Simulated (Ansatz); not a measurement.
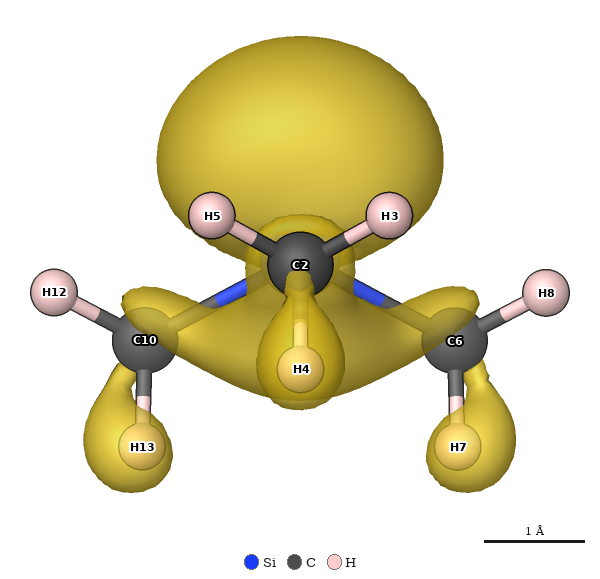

Figure. C₃H₉Si (doublet). Isosurface of the spin density at +0.015 e/Å³ (yellow), seen from one side.

Geometry: PBE0-D4/def2-SVPD.

Computed with UKS PBE0-D4/def2-TZVPD (Ansatz 0.2.0).

```xyz
13

Si    0.0005    0.0016    0.6440
C     1.7901   -0.0078    0.0441
H     2.3367    0.8798    0.3950
H     1.8249   -0.0104   -1.0590
H     2.3287   -0.8988    0.3989
C    -0.8881    1.5543    0.0424
H    -0.9071    1.5823   -1.0608
H    -0.3845    2.4672    0.3926
H    -1.9289    1.5851    0.3968
C    -0.9019   -1.5462    0.0500
H    -1.9430   -1.5658    0.4040
H    -0.4066   -2.4618    0.4050
H    -0.9207   -1.5797   -1.0531
```

Q: Where is the unpaired spin?

A: The unpaired spin (1 electron) lies mostly on Si1 (about 0.8), in electrons by Hirshfeld's partition.
